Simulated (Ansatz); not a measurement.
Reaction (SMILES): N#C (CH-N) + H+ → C#[NH+]
B3LYP-D3(BJ)/def2-TZVP geometries, fixed; electronic energies without zero-point terms; positive where energy is released.

Basis-set convergence of the proton affinity at MP2 with Ansatz (a program for electronic structure). Cartesian d functions, on some or all atoms, in 6-31G**; all else is spherical. Cores are frozen. The proton sits at the site shown, which need not be the one that binds it best. No added dispersion term, no relativity. Functions are those of the species that has most. Reference: Hartree-Fock in aug-cc-pVQZ plus the correlation part extrapolated as X^-3 from aug-cc-pVTZ and aug-cc-pVQZ, 174.13 kcal/mol, itself unsure by roughly 0.09 kcal/mol (a third of the extrapolation step and of the last Hartree-Fock step). Deviations are taken from unrounded values.

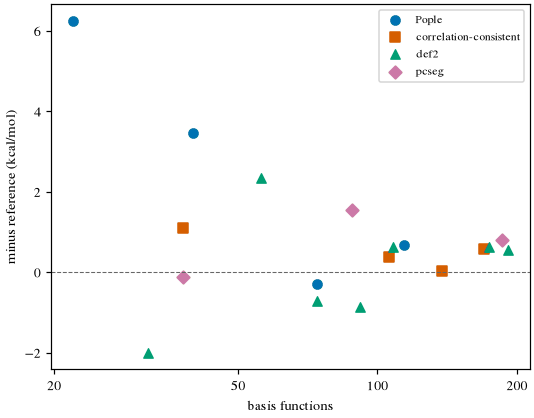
*Deviation from the reference against the number of basis functions, by family of sets.*

```json
[
 {"basis": "3-21G", "functions": "22", "proton affinity (kcal/mol)": "180.38", "minus reference (kcal/mol)": "6.25"},
 {"basis": "def2-SV(P)", "functions": "32", "proton affinity (kcal/mol)": "172.13", "minus reference (kcal/mol)": "-2.00"},
 {"basis": "cc-pVDZ", "functions": "38", "proton affinity (kcal/mol)": "175.24", "minus reference (kcal/mol)": "1.11"},
 {"basis": "pcseg-1", "functions": "38", "proton affinity (kcal/mol)": "174.01", "minus reference (kcal/mol)": "-0.12"},
 {"basis": "6-31G**", "functions": "40", "proton affinity (kcal/mol)": "177.59", "minus reference (kcal/mol)": "3.46"},
 {"basis": "def2-SVPD", "functions": "56", "proton affinity (kcal/mol)": "176.48", "minus reference (kcal/mol)": "2.35"},
 {"basis": "6-311++G(2d,2p)", "functions": "74", "proton affinity (kcal/mol)": "173.84", "minus reference (kcal/mol)": "-0.29"},
 {"basis": "def2-TZVP", "functions": "74", "proton affinity (kcal/mol)": "173.40", "minus reference (kcal/mol)": "-0.73"},
 {"basis": "pcseg-2", "functions": "88", "proton affinity (kcal/mol)": "175.67", "minus reference (kcal/mol)": "1.54"},
 {"basis": "def2-TZVPD", "functions": "92", "proton affinity (kcal/mol)": "173.26", "minus reference (kcal/mol)": "-0.87"},
 {"basis": "jun-cc-pV(T+d)Z", "functions": "106", "proton affinity (kcal/mol)": "174.51", "minus reference (kcal/mol)": "0.38"},
 {"basis": "def2-TZVPPD", "functions": "108", "proton affinity (kcal/mol)": "174.74", "minus reference (kcal/mol)": "0.61"},
 {"basis": "6-311++G(3df,3pd)", "functions": "114", "proton affinity (kcal/mol)": "174.82", "minus reference (kcal/mol)": "0.68"},
 {"basis": "aug-cc-pVTZ", "functions": "138", "proton affinity (kcal/mol)": "174.16", "minus reference (kcal/mol)": "0.03"},
 {"basis": "cc-pVQZ", "functions": "170", "proton affinity (kcal/mol)": "174.72", "minus reference (kcal/mol)": "0.59"},
 {"basis": "def2-QZVPP", "functions": "174", "proton affinity (kcal/mol)": "174.76", "minus reference (kcal/mol)": "0.63"},
 {"basis": "pcseg-3", "functions": "186", "proton affinity (kcal/mol)": "174.93", "minus reference (kcal/mol)": "0.80"},
 {"basis": "def2-QZVPPD", "functions": "192", "proton affinity (kcal/mol)": "174.67", "minus reference (kcal/mol)": "0.54"}
]
```
